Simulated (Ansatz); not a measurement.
## Electronic structure of C$_{11}$H$_{13}$ClTi (SMILES [CH3][Ti]12345678([Cl])([CH]9[CH]1[CH]2[CH]3[CH]94)[CH]1[CH]5[CH]6[CH]7[CH]18) in real space

```csv
atom,x (Å),y (Å),z (Å)
C,-0.0728,-1.4299,1.6746
Ti,-0.1029,-0.3445,-0.1908
Cl,-0.6775,-2.2193,-1.4173
C,-2.4739,-0.1249,-0.0242
C,-2.0695,0.5814,-1.1764
C,-1.2622,1.6540,-0.7679
C,-1.1557,1.6077,0.6410
C,-1.9203,0.5161,1.0966
C,2.1719,-1.0878,-0.3540
C,2.1234,-0.0619,0.6126
C,1.7444,1.1259,-0.0357
C,1.5527,0.8313,-1.4076
C,1.8369,-0.5316,-1.5989
H,0.1182,-0.8141,2.5573
H,-1.0416,-1.9196,1.7911
H,0.6980,-2.1998,1.6125
H,-3.0544,-1.0335,-0.0155
H,-2.2964,0.3072,-2.1950
H,-0.7998,2.3824,-1.4147
H,-0.6071,2.2971,1.2635
H,-2.0460,0.2193,2.1246
H,2.3726,-2.1307,-0.1653
H,2.3277,-0.1732,1.6653
H,1.6280,2.0927,0.4271
H,1.2666,1.5297,-2.1778
H,1.7400,-1.0741,-2.5254
```

Geometry: PBE0-D4/def2-TZVP.

Level of theory: RKS PBE0-D4/def2-TZVPP (Ansatz 0.2.0).

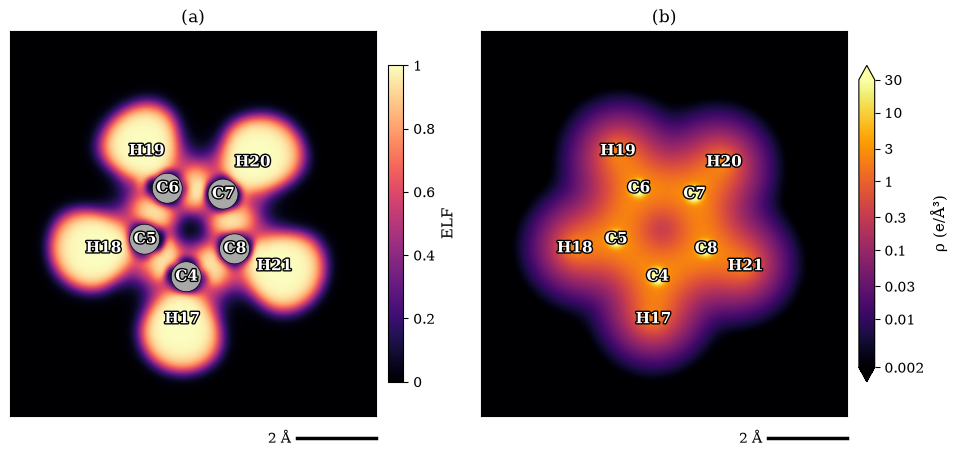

Figure 1. (a) ELF; (b) electron density on the plane of atoms C6, C5 and H18. Grey discs cover the atomic cores in the ELF map.

Q: What does the map show?

A: The section cuts through C and H sites.
C–C (1.40 Å): the density is about 2.1 e/Å³ at the midpoint; the ELF peaks at about 0.95 between the atoms, as expected for a covalent bond.
C–H (1.08 Å): ρ at the midpoint is about 2.1 e/Å³; the ELF climbs to about 1 towards the hydrogen, as it does in any bond to H (an ordinary covalent bond to hydrogen).

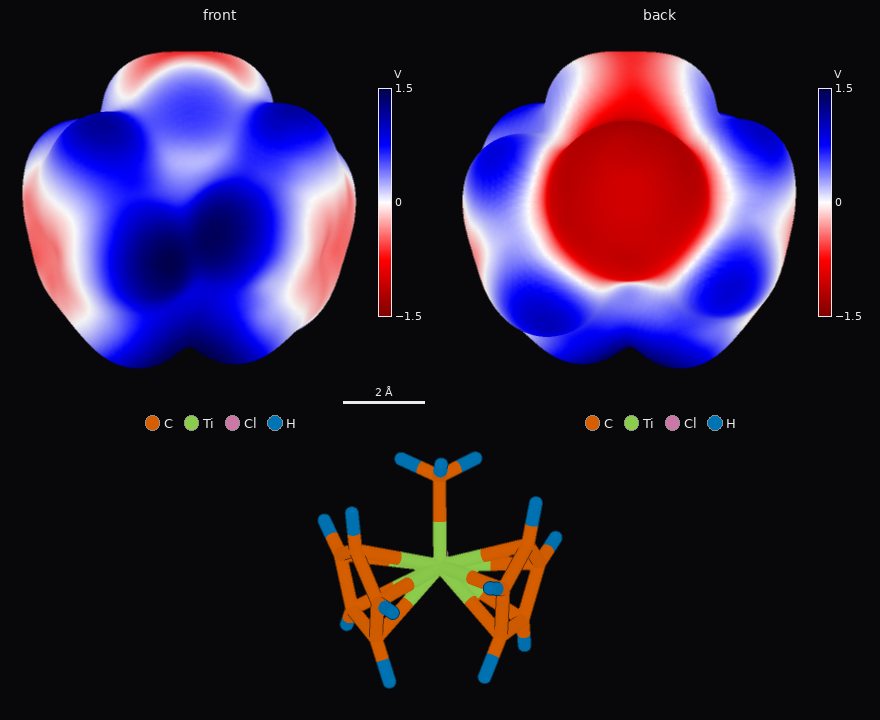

Figure 2. The electrostatic potential painted on the density surface at 0.002 e/bohr³, seen from the front and from behind; the colour scale runs from red (negative) to blue (positive). The bare structure is drawn below in the same view.

Q: Where is the surface potential most negative and most positive?

A: The most negative region (about −1.2 V) lies over Cl3, the most positive (about +1.5 V) over H19, H20, H24 and H25.

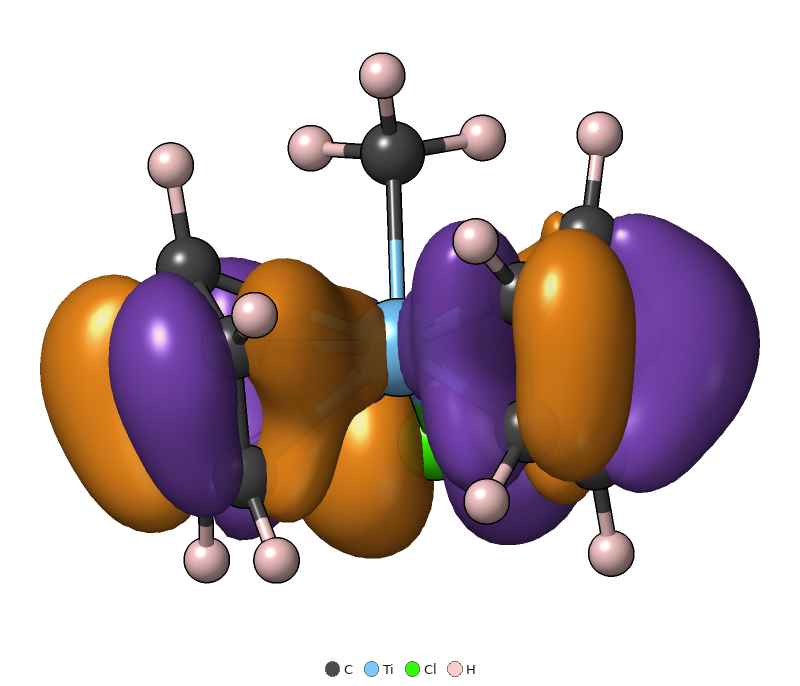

Figure 3. One frontier orbital at ±0.08 Å⁻³ᐟ² (orange and purple are the two phases), seen at a tilt.

Q: Which orbital is it: HOMO or LUMO?

A: The HOMO, at −6.56 eV. By Hirshfeld shares it lies mainly on Cl3 (about 25 %), C4 (about 10 %), C9 (about 10 %), Ti2 (about 10 %), C11 (about 10 %) and C7 (about 5 %).
